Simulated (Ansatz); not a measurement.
## Electronic structure of ClFH$_{2}$Si$_{3}$ (SMILES F/[Si](Cl)=[Si]/[SiH2+]) (charge +1, doublet) in real space

```xyz
7

Cl    0.5952   -2.2888    1.6944
F    -0.5352    0.4303    1.2994
Si   -0.1262   -0.8726    0.4813
Si   -0.6185   -1.0120   -1.7509
Si    1.6720   -1.0221   -1.7266
H     2.5145   -2.0009   -0.9810
H     2.4393   -0.1854   -2.6887
```

Geometry: PBE0-D3(BJ)/def2-SVP.

The calculation used isolated molecule in a Gaussian basis; Kohn-Sham density functional theory, functional PBE0 (Ansatz 0.2.0).

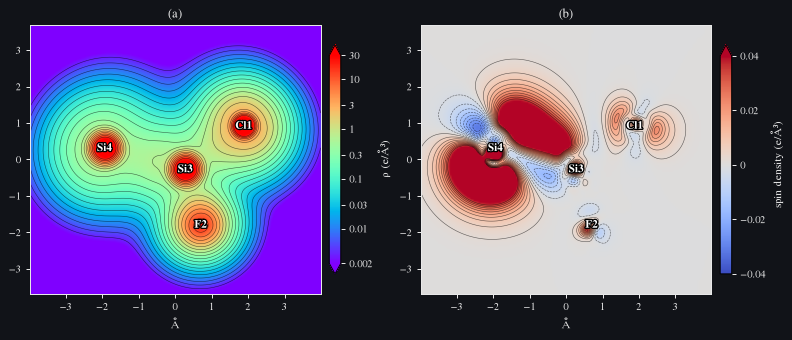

Figure 1. (a) total electron density; (b) spin density on the plane of atoms Cl1, Si3 and Si4.

### What do the fields say about this system?

The plane passes through Cl, F and Si nuclei.
Si–F (1.59 Å): the density is about 1.2 e/Å³ at the midpoint.
Si–Cl (2.00 Å): the density is about 1 e/Å³ at the midpoint.
Si–Si (2.29 Å): ρ at the midpoint is about 0.59 e/Å³.
The unpaired spin (1 electron) lies mostly on Si4 (about 0.5), Si5 (about 0.3) and Si3 (about 0.1), in electrons by Hirshfeld's partition.

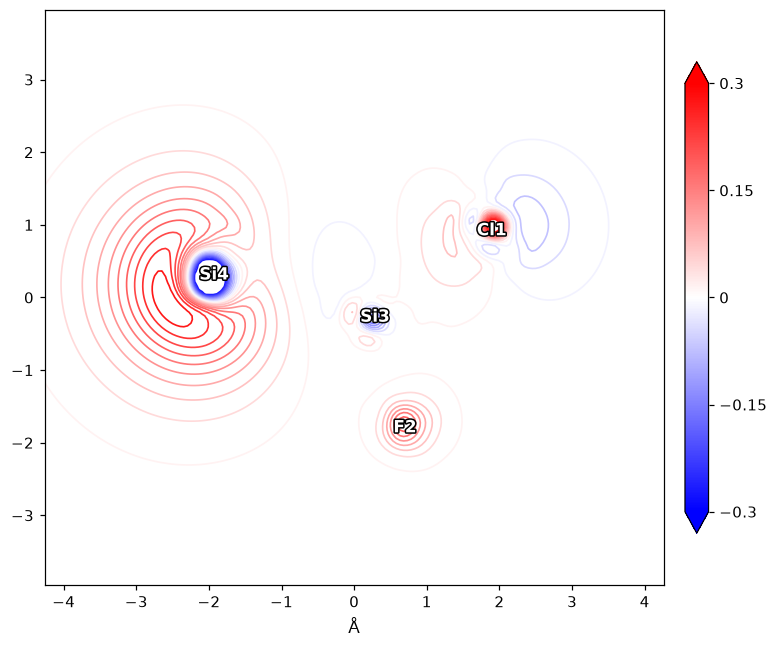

Figure 2. The HOMO−1 (α) on the plane of atoms Cl1, Si3 and Si4 (values in Å⁻³ᐟ²; the overall sign is arbitrary).

### Where does this orbital lie, and at what energy?

Its weight (Hirshfeld) is mainly on Si4 (about 50 %), Si5 (about 25 %), Si3 (about 10 %) and H6 (about 5 %). Its energy is −13.38 eV.

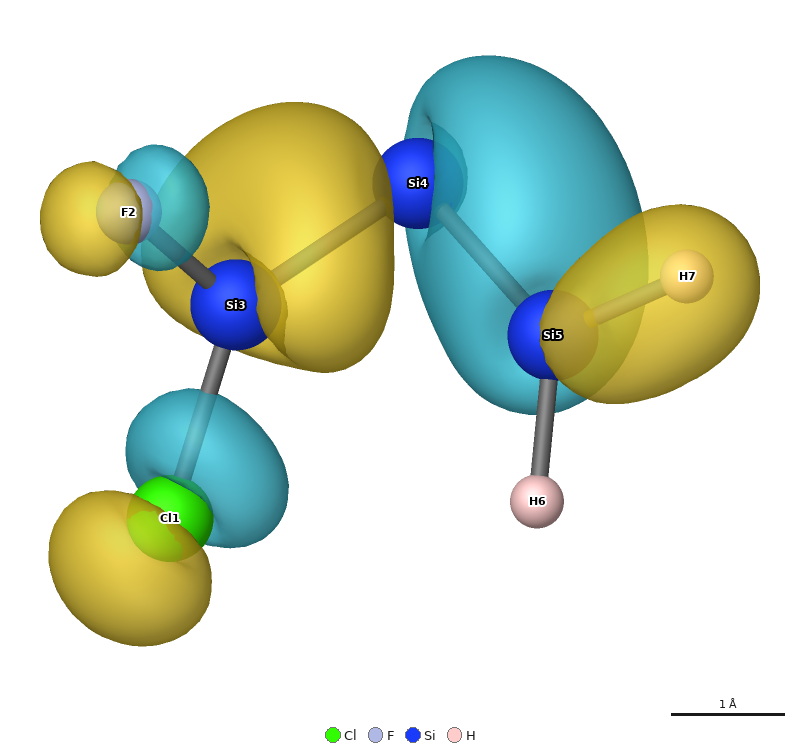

Figure 3. The HOMO−1 (β) at ±0.1 Å⁻³ᐟ² (yellow and cyan are the two phases), seen across its widest extent.

### Describe this orbital and give its energy.

It lies mainly on Si4 (about 35 %), Si3 (about 20 %), Si5 (about 20 %) and Cl1 (about 10 %). Its energy is −13.69 eV.
